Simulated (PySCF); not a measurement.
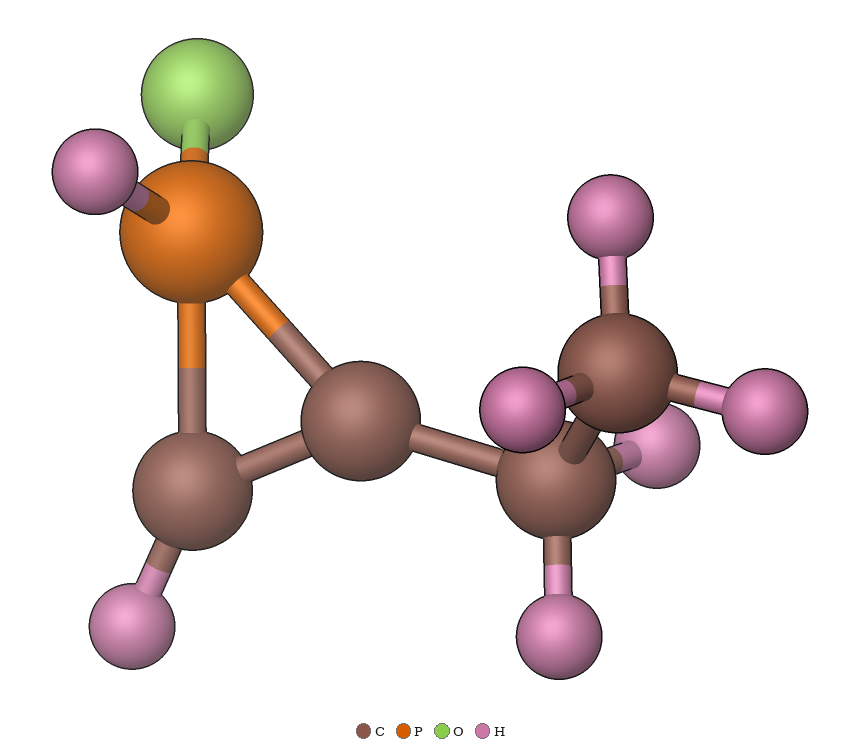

The geometry was computed by an optimisation with GFN2-xTB. No frequency run is at hand to confirm it as a minimum.

Give the structural formula.

SMILES: CCC1=C[P@@H]1=O

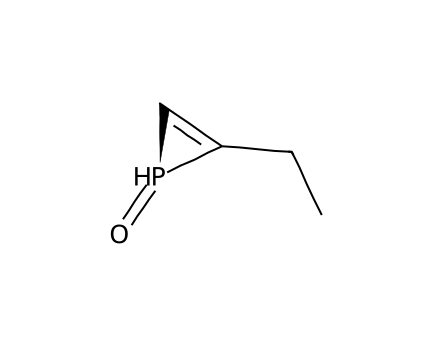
